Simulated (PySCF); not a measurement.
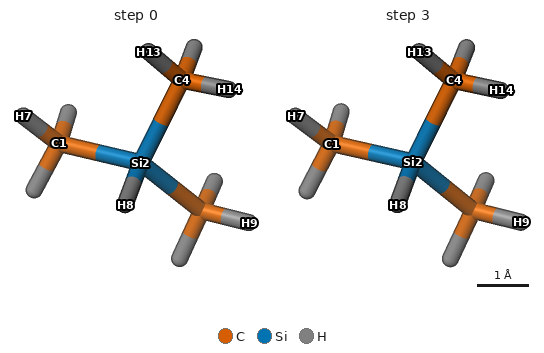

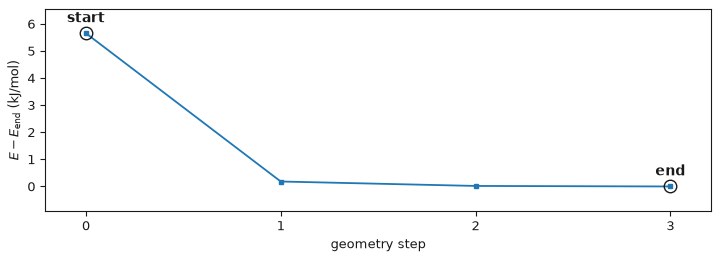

First and last geometry of a relaxation of C$_{3}$H$_{10}$Si, with the history of the run. The picture is a stick view, seen at a tilt.

The start comes from GFN2-xTB.

Theory: PBE0-D3(BJ)/def2-SVP geometry optimisation, gas phase in PySCF 2.14.0, density-fitted response routines. 

What do the curves and the structures tell?

It converged. The largest move after the best rigid fit is that of the Si atom, 0.028 Å. By element the largest moves are Si 0.028 Å, H 0.027 Å, C 0.014 Å. Near-neighbour distances that change, for instance: H–Si 1.475 → 1.501 Å, C–Si 1.904 → 1.882 Å, C–H 1.086 → 1.101 Å. Over 3 geometry steps the energy falls by 5.65 kJ/mol. The run took roughly 40 core-seconds on a shared host.
